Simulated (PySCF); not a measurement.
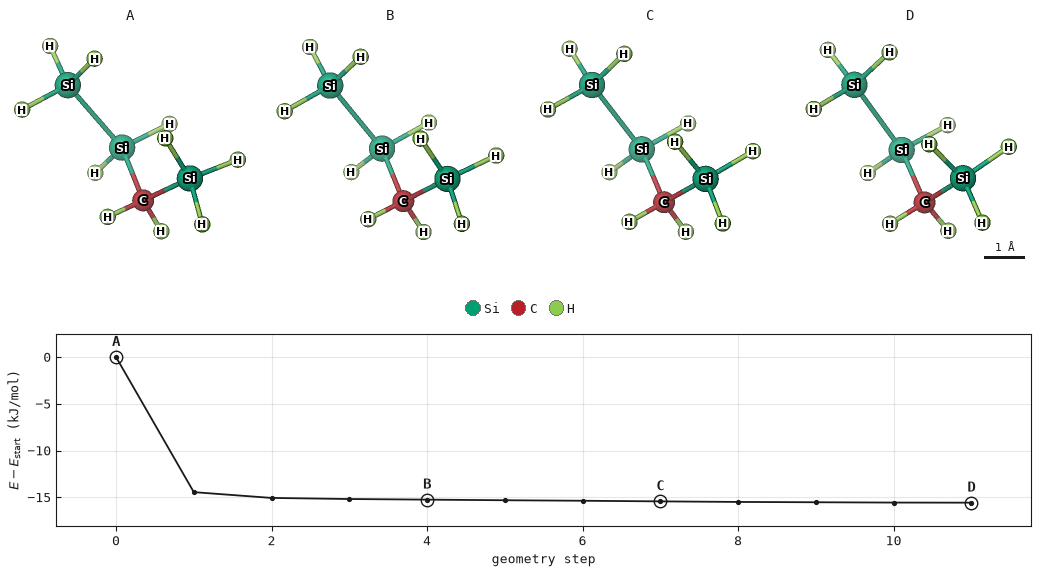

Frames of a relaxation of CH10Si3, marked on the history of the run. Style: ball-and-stick. Shown from a free direction.

The start comes from GFN2-xTB. Its atoms were then displaced at random by about 0.01 Å.

Level of theory: PySCF, PBE0-D3(BJ)/def2-SVP geometry optimisation, gas phase. 

What happens along the run?

The atom that moves furthest after the best rigid fit is an H atom (0.46 Å). By element the largest moves are H 0.46 Å, Si 0.18 Å, C 0.10 Å. Among the contacts that change: H–Si 1.441 → 1.496 Å, H–Si 1.461 → 1.498 Å, C–H 1.071 → 1.104 Å, C–Si 1.891 → 1.882 Å. Bond angles that change, for instance: Si–Si–H 112.1° → 108.5°, H–Si–H 104.8° → 108.4°, C–Si–H 108.4° → 111.2°. Over 11 geometry steps the energy falls by 15.6 kJ/mol. From step 0 to 4: an H atom moves most (0.17 Å), energy −15.2 kJ/mol. From step 4 to 7: an H atom moves most (0.16 Å), energy −0.19 kJ/mol. From step 7 to 11: an H atom moves most (0.19 Å), energy −0.14 kJ/mol.

```csv
step,"E − E(0), kJ/mol"
0,0.00
1,-14.45
2,-15.06
3,-15.18
4,-15.25
5,-15.31
6,-15.37
7,-15.43
8,-15.49
9,-15.53
10,-15.56
11,-15.57
```
